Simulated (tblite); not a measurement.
**Run report: C4H11O2Si, geometry relaxation (part 3 of 3)**

C4H11O2Si, multiplicity 2; GFN2-xTB geometry optimisation, gas phase (tblite 0.8.0). It belongs to a series of runs on one base structure; here: H added to acyl C.

Geometry of the input (Å):
```
C  -1.5324  0.8625  -0.4422
C  -1.3427  -0.6273  -0.3439
C  -0.6362  -1.0488  0.9479
C  0.7244  -0.4119  1.0601
O  1.3444  -0.8180  2.2662
O  1.5402  -0.7908  -0.0025
Si 2.1527  0.5950  -0.8208
H  -1.1672  1.3109  0.5126
H  -1.1246  1.3168  -1.3446
H  -2.6423  1.0144  -0.4617
H  -0.7681  -1.0070  -1.2091
H  -2.3439  -1.1373  -0.3183
H  -0.5536  -2.1417  1.0160
H  -1.2863  -0.7518  1.8031
H  0.6656  0.6931  1.1268
H  1.2075  1.0873  -1.8161
H  2.3150  1.6547  0.1954
H  3.4388  0.2061  -1.4298
```

**Trajectory as extended XYZ, continued**
```
18
Properties=species:S:1:pos:R:3:forces:R:3 step=165 energy=-653.55651
C    -1.8616    0.7343   -0.4507    0.0170   0.0430  -0.0250
C    -1.3390   -0.6957   -0.4119   -0.0300   0.0380  -0.0320
C    -0.6791   -1.0550    0.9032   -0.0210  -0.0140  -0.0330
C     0.6531   -0.2164    1.1688    0.0450   0.0150  -0.0040
O     1.1702   -0.4723    2.3036   -0.0160   0.0370  -0.0310
O     1.4612   -0.3883    0.0503    0.0110   0.0460  -0.0060
Si    2.5139    0.6033   -0.6841    0.0330   0.0010  -0.0530
H    -1.0329    1.4433   -0.3979   -0.0500  -0.0380  -0.0250
H    -2.4003    0.9226   -1.3789    0.0320  -0.0300   0.0720
H    -2.5299    0.9280    0.3873   -0.0010  -0.0280  -0.0440
H    -0.6358   -0.8581   -1.2322   -0.0340   0.0230   0.0390
H    -2.1765   -1.3889   -0.5472    0.0170   0.0280  -0.0070
H    -0.3465   -2.0917    0.9056   -0.0060  -0.0390   0.0270
H    -1.3367   -0.8731    1.7507    0.0090  -0.0190   0.0420
H     0.2387    0.8326    1.1310    0.0170  -0.0330   0.0160
H     1.8140    1.8549   -1.0256    0.0380  -0.0240   0.0280
H     3.6812    0.9194    0.1392   -0.0690  -0.0300  -0.0260
H     2.7973   -0.1925   -1.8721    0.0090   0.0260   0.0610
18
Properties=species:S:1:pos:R:3:forces:R:3 step=174 energy=-653.57379
C    -1.8615    0.6794   -0.5096    0.0040  -0.0070   0.0340
C    -1.3927   -0.7632   -0.3814    0.0030  -0.0090  -0.0190
C    -0.6875   -1.0574    0.9292    0.0200   0.0100  -0.0140
C     0.6142   -0.1484    1.1172    0.0070  -0.0380  -0.0040
O     1.2346   -0.3868    2.2036    0.0070   0.0100  -0.0450
O     1.3306   -0.2182   -0.0701    0.0240   0.0440  -0.0110
Si    2.5785    0.6545   -0.6410   -0.0460   0.0010   0.0580
H    -1.0036    1.3496   -0.5866   -0.0900  -0.0330  -0.0100
H    -2.4653    0.7992   -1.4061    0.0120   0.0260   0.0090
H    -2.4595    0.9674    0.3532   -0.0070   0.0180  -0.0200
H    -0.7310   -1.0027   -1.2148    0.0340   0.0040   0.0200
H    -2.2562   -1.4324   -0.4463   -0.0170   0.0080   0.0480
H    -0.3255   -2.0857    0.9588    0.0270   0.0350  -0.0020
H    -1.3210   -0.8749    1.7967   -0.0040   0.0070  -0.0330
H     0.1386    0.8743    1.1413   -0.0280  -0.0090   0.0140
H     2.1606    2.0680   -0.7007    0.0530  -0.0750   0.0210
H     3.7917    0.5264    0.1620   -0.0530   0.0100  -0.0320
H     2.6462    0.0572   -1.9664    0.0530  -0.0030  -0.0140
18
Properties=species:S:1:pos:R:3:forces:R:3 step=183 energy=-653.62197
C    -2.0223    0.6138   -0.5033   -0.0580   0.1210  -0.0750
C    -1.4407   -0.7904   -0.3879    0.0390   0.0790   0.0500
C    -0.6356   -1.0145    0.8780    0.0170  -0.0270   0.0890
C     0.5715    0.0179    1.0221   -0.0420  -0.0040   0.0420
O     1.2811   -0.1839    2.0616    0.0440   0.0050   0.0070
O     1.2129    0.0904   -0.1999    0.2540   0.1020  -0.1690
Si    2.7312    0.5935   -0.5555    0.0070  -0.1980   0.0380
H    -1.2395    1.3229   -0.7795   -0.0950  -0.0520   0.0850
H    -2.7923    0.6546   -1.2788    0.1510  -0.0500   0.1150
H    -2.4758    0.9273    0.4384    0.0320  -0.0380  -0.0850
H    -0.7973   -0.9917   -1.2440   -0.0910  -0.0230  -0.0850
H    -2.2587   -1.5142   -0.3767    0.0020  -0.0710  -0.0440
H    -0.1747   -2.0060    0.8804   -0.0140   0.1210   0.0020
H    -1.2416   -0.8969    1.7758   -0.0020  -0.0370   0.0040
H    -0.0049    0.9838    1.1145   -0.0380  -0.0020  -0.0120
H     2.8197    2.0338   -0.2540    0.0290  -0.1550   0.0000
H     3.7893   -0.1622    0.1472   -0.2860   0.1960  -0.1640
H     2.6688    0.3281   -1.9992    0.0520   0.0320   0.2020
18
Properties=species:S:1:pos:R:3:forces:R:3 step=191 energy=-653.67968
C    -2.1946    0.5852   -0.4243    0.0110  -0.0200  -0.0130
C    -1.4207   -0.7320   -0.4188   -0.1020  -0.0360  -0.0330
C    -0.5651   -0.9435    0.8182   -0.0050   0.0550  -0.1000
C     0.5704    0.1685    0.9542   -0.0450   0.0010  -0.0190
O     1.3301   -0.0044    1.9629    0.0370  -0.0210   0.1010
O     1.1856    0.3021   -0.2782   -0.0790   0.0140  -0.0900
Si    2.7958    0.4346   -0.5018    0.1770   0.1340  -0.0350
H    -1.5315    1.4001   -0.7059    0.0140   0.0370   0.0520
H    -3.0120    0.5658   -1.1449    0.1030  -0.0910   0.0100
H    -2.6196    0.8007    0.5529   -0.0130  -0.0490   0.0490
H    -0.7893   -0.7748   -1.3088   -0.0180  -0.0270   0.0410
H    -2.1152   -1.5789   -0.4639   -0.0290   0.0890   0.0100
H    -0.0260   -1.8887    0.7535    0.0110   0.0030   0.0400
H    -1.1526   -0.9175    1.7371    0.0600   0.0020  -0.0550
H    -0.0682    1.0856    1.0750   -0.0310   0.0610  -0.0330
H     3.2254    1.7761   -0.0836   -0.0060  -0.1040   0.0840
H     3.5532   -0.6141    0.1739   -0.0410   0.0290  -0.0180
H     2.8254    0.3417   -1.9584   -0.0430  -0.0770   0.0100
18
Properties=species:S:1:pos:R:3:forces:R:3 step=200 energy=-653.72806
C    -2.3786    0.5354   -0.3104    0.0270  -0.0680   0.0430
C    -1.4033   -0.6257   -0.4703   -0.0100  -0.0140  -0.0210
C    -0.4552   -0.8268    0.6940   -0.0200   0.0320   0.0470
C     0.6040    0.3570    0.8591   -0.0840   0.0090  -0.0650
O     1.3597    0.1978    1.8794   -0.0350  -0.0060  -0.0740
O     1.2403    0.4953   -0.3604    0.0510   0.0240   0.0110
Si    2.8619    0.2505   -0.4307    0.0090   0.0640  -0.0030
H    -1.8944    1.4911   -0.4919    0.0780   0.0150   0.0720
H    -3.1843    0.4343   -1.0319   -0.0400   0.0280  -0.0300
H    -2.8113    0.5375    0.6877   -0.0100   0.0250   0.0010
H    -0.8252   -0.4959   -1.3855   -0.0200  -0.0330  -0.0410
H    -1.9843   -1.5497   -0.5553    0.0450  -0.0250  -0.0480
H     0.1660   -1.7099    0.5461   -0.0190  -0.0250   0.0080
H    -0.9929   -0.9086    1.6354    0.0250   0.0080   0.0980
H    -0.0783    1.2401    0.9658    0.0000   0.0280  -0.0260
H     3.5578    1.3787    0.1906   -0.0150  -0.0810   0.0090
H     3.2117   -1.0194    0.2026    0.0180   0.0180  -0.0210
H     2.9975    0.2246   -1.8854    0.0000   0.0020   0.0410
18
Properties=species:S:1:pos:R:3:forces:R:3 step=209 energy=-653.74571
C    -2.4170    0.4971   -0.2540   -0.0230  -0.0560  -0.0640
C    -1.3927   -0.6040   -0.4875   -0.0080   0.0100  -0.0270
C    -0.4307   -0.7783    0.6669    0.0180   0.0370   0.0200
C     0.6001    0.4340    0.7913    0.0090  -0.0140  -0.0130
O     1.3537    0.2808    1.8162    0.0380   0.0360   0.0080
O     1.2546    0.5573   -0.4183    0.0000  -0.0440  -0.0090
Si    2.8548    0.1884   -0.4168    0.0670  -0.0280  -0.0050
H    -1.9438    1.4753   -0.2763    0.0290   0.0400   0.0220
H    -3.1811    0.4789   -1.0279    0.0210  -0.0020  -0.0060
H    -2.8989    0.3634    0.7093   -0.0670   0.0200   0.0670
H    -0.8276   -0.4021   -1.3985   -0.0050   0.0000  -0.0230
H    -1.9100   -1.5588   -0.6206   -0.0310  -0.0020   0.0050
H     0.2087   -1.6484    0.5221    0.0010  -0.0200   0.0230
H    -0.9395   -0.8481    1.6276    0.0040  -0.0180  -0.0170
H    -0.0811    1.3167    0.8753   -0.0370   0.0090   0.0130
H     3.6254    1.2024    0.2980   -0.0240  -0.0050  -0.0310
H     3.0611   -1.1245    0.1979    0.0030   0.0090  -0.0440
H     3.0554    0.1762   -1.8656    0.0050   0.0300   0.0830
18
Properties=species:S:1:pos:R:3:forces:R:3 step=217 energy=-653.75534
C    -2.4276    0.4971   -0.2666    0.0060  -0.0110  -0.0310
C    -1.4155   -0.6219   -0.4695   -0.0070   0.0030  -0.0190
C    -0.4470   -0.7770    0.6849    0.0020  -0.0060  -0.0010
C     0.6132    0.4138    0.7668   -0.0230  -0.0290   0.0120
O     1.3682    0.2810    1.7947    0.0120   0.0100  -0.0150
O     1.2693    0.4972   -0.4439   -0.0240  -0.0150   0.0020
Si    2.8862    0.2001   -0.4070   -0.0210   0.0150   0.0050
H    -1.9305    1.4641   -0.2402    0.0230   0.0330   0.0060
H    -3.1434    0.5135   -1.0856    0.0090  -0.0100   0.0180
H    -2.9694    0.3627    0.6667   -0.0140  -0.0090   0.0040
H    -0.8542   -0.4578   -1.3924   -0.0210   0.0130   0.0340
H    -1.9514   -1.5711   -0.5704    0.0040  -0.0040   0.0010
H     0.1689   -1.6689    0.5674   -0.0030   0.0050   0.0100
H    -0.9529   -0.8063    1.6497    0.0130  -0.0020  -0.0260
H    -0.0581    1.3080    0.8309   -0.0010   0.0150  -0.0030
H     3.5836    1.2041    0.3865    0.0160   0.0010   0.0100
H     3.1211   -1.1485    0.1062    0.0190  -0.0060   0.0140
H     3.1308    0.3162   -1.8393    0.0100  -0.0020  -0.0210
18
Properties=species:S:1:pos:R:3:forces:R:3 step=226 energy=-653.75604
C    -2.4178    0.5011   -0.2735   -0.0050   0.0010  -0.0050
C    -1.4163   -0.6285   -0.4652   -0.0030   0.0020  -0.0020
C    -0.4542   -0.7851    0.6945   -0.0010  -0.0030  -0.0010
C     0.6096    0.4000    0.7705    0.0030  -0.0080  -0.0030
O     1.3731    0.2734    1.7929    0.0010  -0.0010   0.0010
O     1.2592    0.4789   -0.4450   -0.0020   0.0040  -0.0020
Si    2.8815    0.2131   -0.4123   -0.0010  -0.0050   0.0050
H    -1.9103    1.4640   -0.2476   -0.0010  -0.0010   0.0070
H    -3.1274    0.5199   -1.0973    0.0010   0.0010   0.0040
H    -2.9689    0.3746    0.6559   -0.0040   0.0040   0.0000
H    -0.8497   -0.4697   -1.3844    0.0000  -0.0030  -0.0010
H    -1.9585   -1.5741   -0.5648   -0.0030   0.0010  -0.0030
H     0.1556   -1.6821    0.5861    0.0010   0.0040   0.0020
H    -0.9659   -0.8059    1.6557    0.0080  -0.0010  -0.0010
H    -0.0569    1.2987    0.8358   -0.0010   0.0010  -0.0040
H     3.5680    1.2254    0.3816   -0.0010   0.0040  -0.0020
H     3.1477   -1.1298    0.1022    0.0060   0.0010   0.0070
H     3.1224    0.3326   -1.8459    0.0010  -0.0010  -0.0010
```

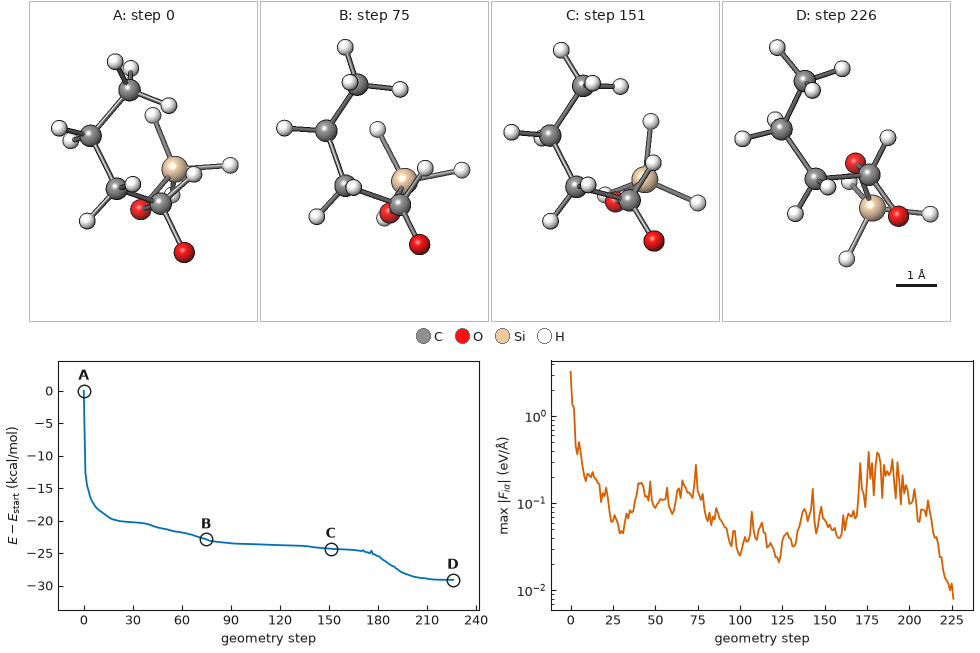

Frames of the relaxation (ball-and-stick view, seen at a tilt) above the curves, on which the letters mark them (steps are counted from 0).

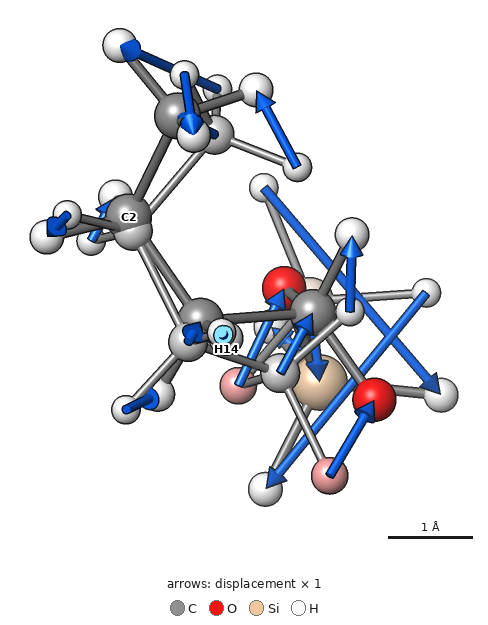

Start (faint) and end (solid) with the displacements as blue arrows, at true length (ball-and-stick view, seen at a tilt). The two geometries are laid on each other by the best rigid fit. H16 moves most after the best rigid fit: 3.27 Å. Largest moves by element: H 3.27 Å, O 1.30 Å, Si 1.00 Å, C 0.90 Å. Among the contacts that change: C4–O5 1.416 → 1.282 Å, C3–C4 1.506 → 1.594 Å, O6–Si7 1.722 → 1.644 Å, C1–H10 1.120 → 1.088 Å. Among the angles that change: C3–C4–H15 112.2° → 101.7°, O6–Si7–H18 107.1° → 97.5°, O5–C4–H15 104.9° → 112.8°. Over 226 geometry steps the energy falls by 29.1 kcal/mol. Largest force component: 3.2 eV/Å at the start, 0.008 eV/Å at the end. (Atoms are counted from 1 in the order of the input.)
